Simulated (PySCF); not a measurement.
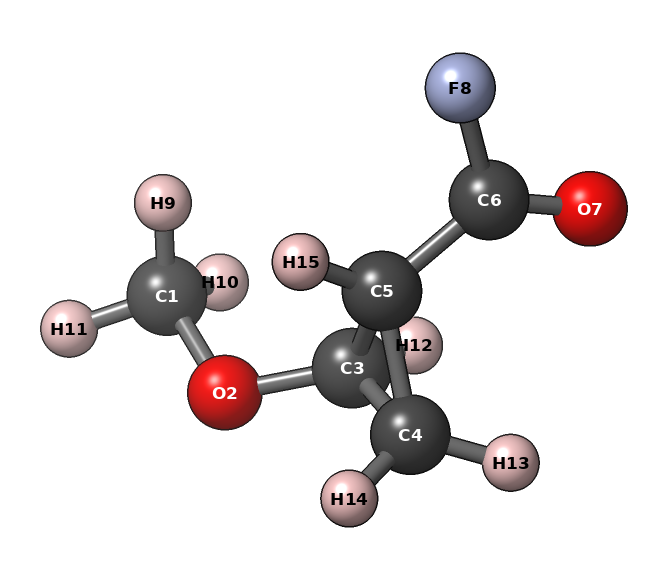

The computed structure is the end point of a GFN2-xTB optimisation. No frequency run is at hand to confirm it as a minimum. Electric field gradients from the ground-state density, B3LYP/pcJ-1 (PySCF 2.14.0), non-relativistic apart from any core potentials.

Give the largest field-gradient component, the quadrupole coupling constant and the asymmetry for 17O at O2 (Q = −25.6 mb), 17O at O7 (Q = −25.6 mb), 2H at H9 (Q = 2.86 mb), 2H at H10 (Q = 2.86 mb).

```tsv
atom	V_zz (a.u.)	e²qQ/h (MHz)	η
O2	1.974	−11.87	0.94
O7	−1.462	8.80	0.30
H9	0.282	0.190	0.09
H10	0.282	0.189	0.10
```
